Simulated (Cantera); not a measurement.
Input: 1 mol Ti, 2.3 mol C3H8, equilibrated at 780 Pa.

These are equilibrium values from Cantera (NASA tables, ideal gas, pure condensed phases), not measurements of a reactor. Candidate condensed phases: C, C6H6, C7H8, C8H18, Ti, TiC; 77 gas species. TiC: taken at fixed stoichiometry. Rates play no part.

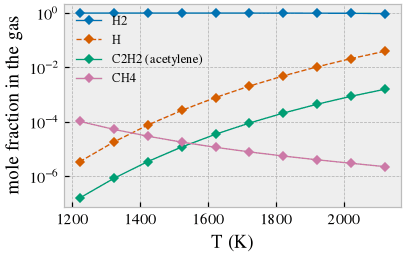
Equilibrium gas composition (values under 1e-9 drawn at 1e-9)

Question: Read off the mole fractions at 2123 K.

Answer: H2 about 0.96, H about 0.040, C2H2 (acetylene) about 0.0016, CH4 about 2.2e-6.
